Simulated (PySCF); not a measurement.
# C5H3BrO2: the cost of one run

Programs: PySCF 2.14.0, with density-fitted response routines of our own. Each step states its level of theory. These are calculated values for one molecule in the gas phase, unless marked as measured. Atoms are numbered from 0 throughout.

**1. Starting geometry**

11 atoms, charge 0, multiplicity 1; geometry from: GFN2-xTB.

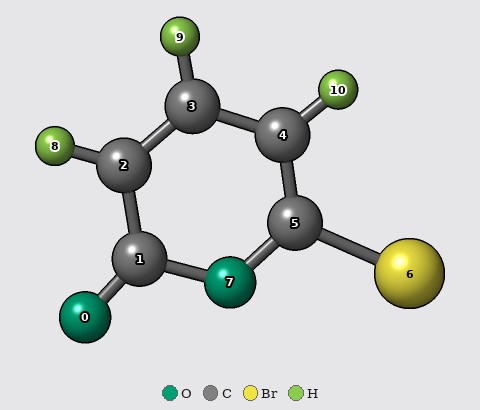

The starting geometry (oxygen teal, carbon grey, bromine yellow, hydrogen green), atoms numbered; sticks join atoms by distance.

**2. Indirect couplings: B3LYP/pcSseg-1+pcJ-1**

Job settings and geometry (Å):

```
{"job": {"kind": "j", "xc": "B3LYP", "basis": "pcJ-1"}, "charge": 0, "multiplicity": 1}
O     -1.570007    -2.253762    -0.068561
C     -0.899993    -1.262040    -0.039730
C     -1.345943     0.111177    -0.025506
C     -0.470075     1.142289     0.007519
C      0.929518     0.896182     0.029412
C      1.317699    -0.398338     0.016142
Br     3.129431    -0.922135     0.041003
O      0.495274    -1.428185    -0.015379
H     -2.413055     0.258470    -0.043461
H     -0.816418     2.164413     0.017499
H      1.648995     1.694601     0.055099
```

Method: B3LYP/pcJ-1 Br:pcSseg-1 indirect spin-spin coupling, non-relativistic, gas phase.

Launch:

```bash
$ OMP_NUM_THREADS=1 python probes_run.py task.json out
```

The driver reads the jobs from task.json and runs them one after another.

Q: Estimate the wall time and peak memory of this job on 1 thread of Arm Neoverse V1, shared host.

About 50 s, with a peak of 1 GiB.
